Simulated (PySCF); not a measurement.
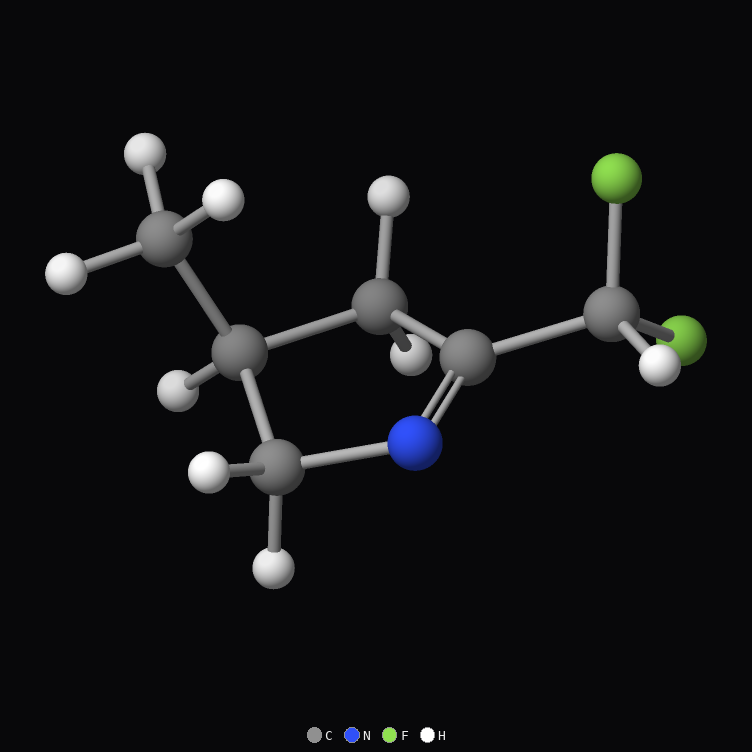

Ball-and-stick drawing of a structure.

Computed geometry: PBE0-D3(BJ)/def2-SVP optimisation. No frequency run is at hand to confirm it as a minimum.

What does the picture show?

It has 18 atoms: 6 carbon, 9 hydrogen, 2 fluorine and 1 nitrogen (C6H9F2N). Its SMILES string is `C[C@@H]1CN=C(C(F)F)C1`. Independent rings (smallest set): 1 of 5 members. Among its groups: imine, C–F bond. This geometry has C1 symmetry. Coordination: 5 C tetrahedral; 1 N bent; 1 C trigonal planar.

More results for the same structure follow; atom numbers are the same in all pictures, views and colours differ.

## Shape

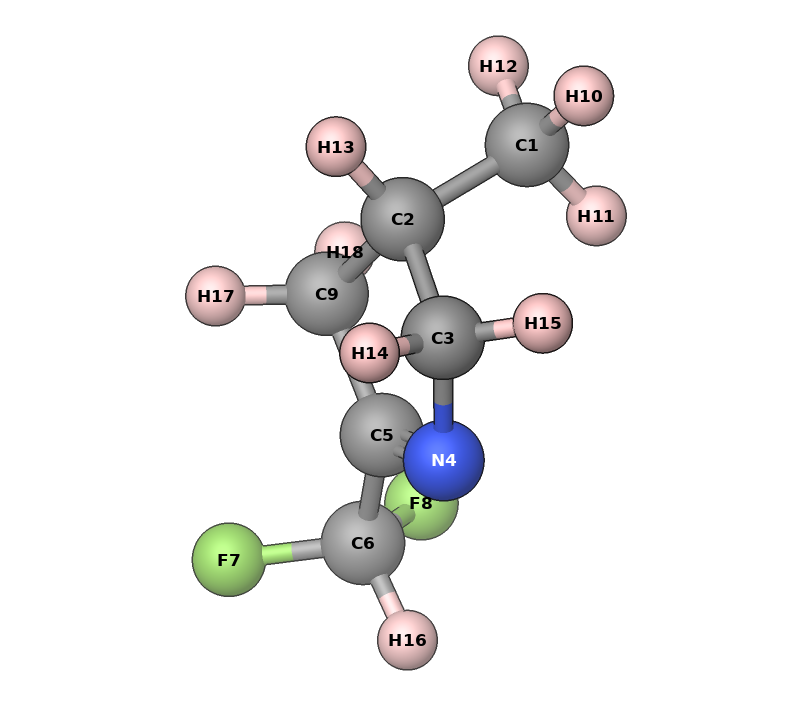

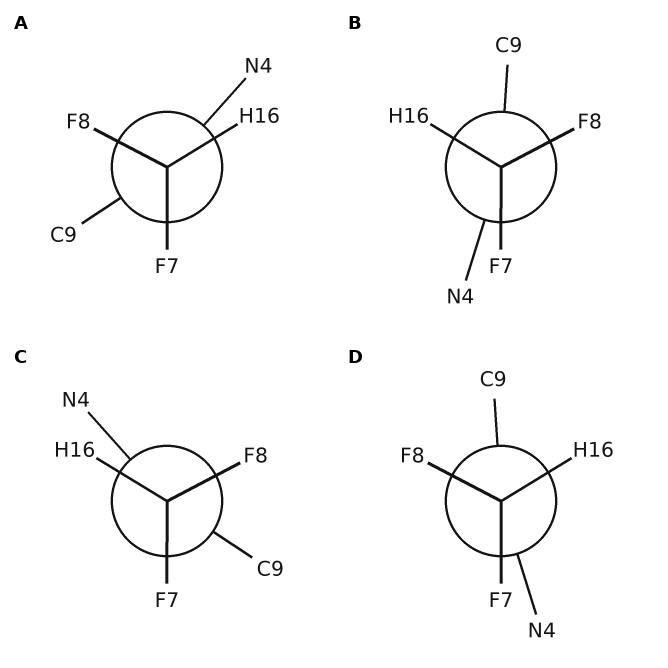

Distant atoms are faded towards the background colour. Bonds that would overlap in a projection are set slightly apart. No frequency run is at hand to confirm it as a minimum.

**Which Newman projection shows the view along C6–C5, with C6 in front?**

C. The torsion angle F7–C6–C5–N4 is 122°, anticlinal.

## Dipole moment

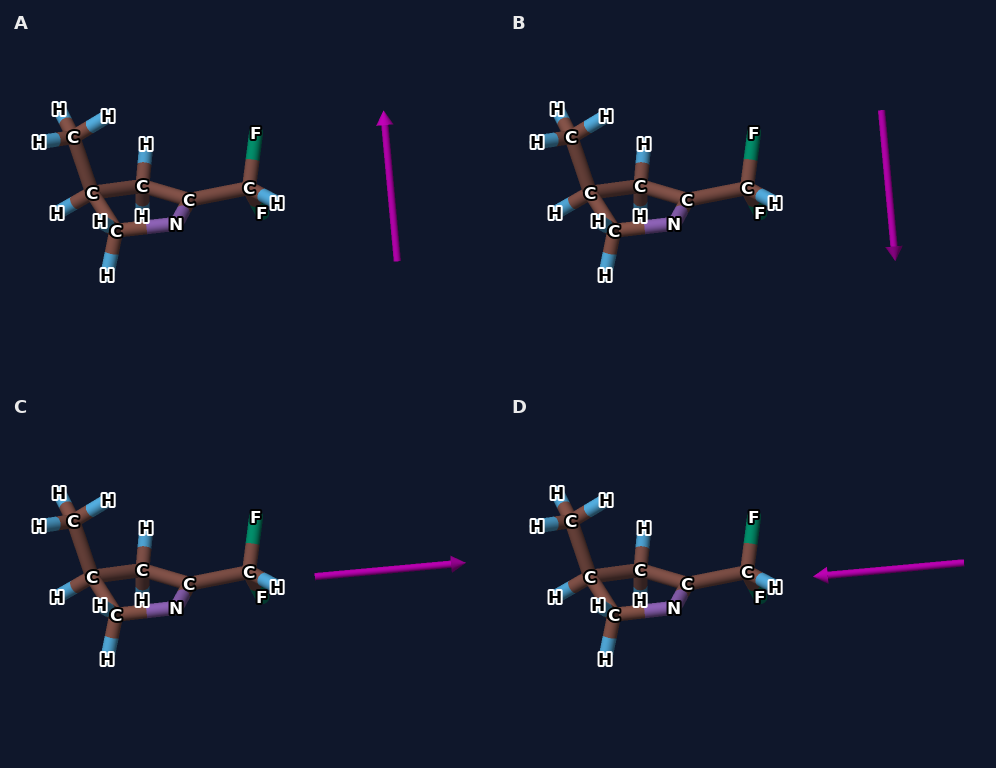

The same molecule four times, each with an arrow. No frequency run is at hand to confirm it as a minimum. Method: PBE0/def2-SVPD, gas phase (PySCF 2.14.0).

**Which arrow points along the dipole moment, from the negative to the positive end?**

D. The dipole moment is 2.43 D.

## Ring current

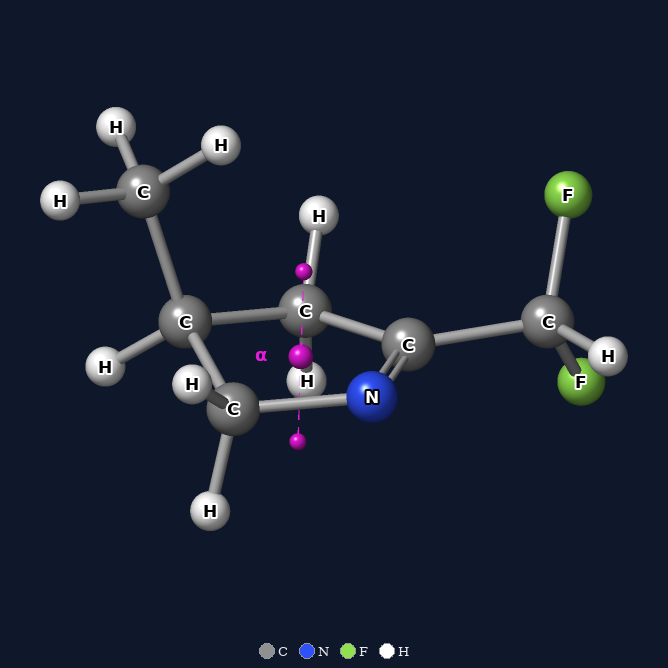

The small points mark where nucleus-independent chemical shifts (NICS) were computed: at the centre of each lettered ring and 1 Å above and below it. No frequency run is at hand to confirm it as a minimum. Method: GIAO PBE0/pcSseg-1 NMR shielding, non-relativistic, IEF-PCM chloroform (PySCF 2.14.0).

Give NICS(0), NICS(1) and the out-of-plane component NICS(1)zz for each ring (means of the two sides).

| ring | members | NICS(0) | NICS(1) | NICS(1)zz |
| --- | --- | --- | --- | --- |
| α | C4N | −2.2 | −4.0 | −5.2 |

Values in ppm.

**What do the values say about the ring currents?**

Ring α: weak, as in a non-aromatic ring. NICS is one index among several.

## Excitation

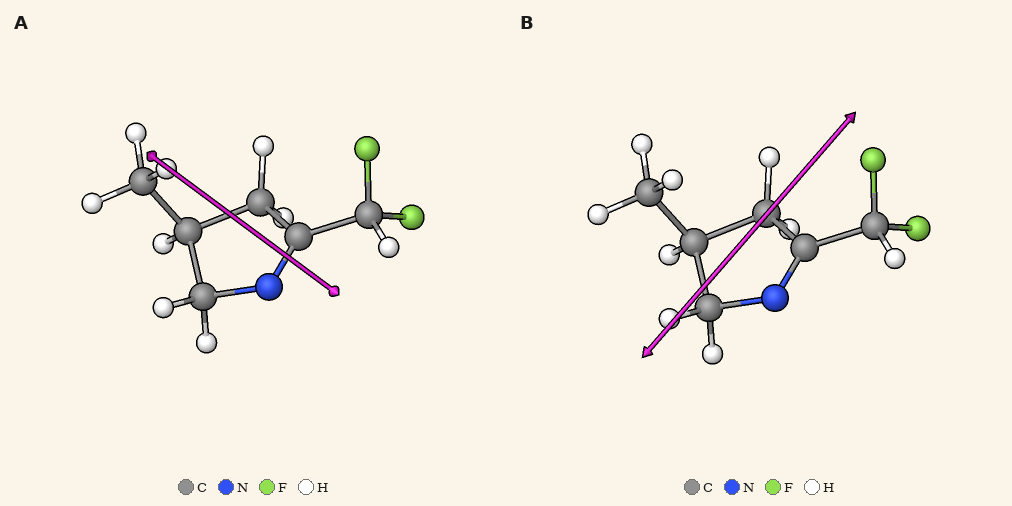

The double arrows show the directions of two transition dipoles from the ground state (lengths mean nothing). No frequency run is at hand to confirm it as a minimum. Properties computed with TDDFT PBE0/def2-SVPD, vertical, IEF-PCM cyclohexane (non-equilibrium linear response), core orbitals frozen in the response (PySCF 2.14.0).

**One belongs to singlet state 2 and one to singlet state 4. Which is which?**

A: state 4, 7.58 eV (164 nm), oscillator strength 0.023, mainly HOMO → LUMO+1 (weight 0.97).
B: state 2, 6.87 eV (180 nm), oscillator strength 0.20, mainly HOMO−1 → LUMO (weight 0.94).
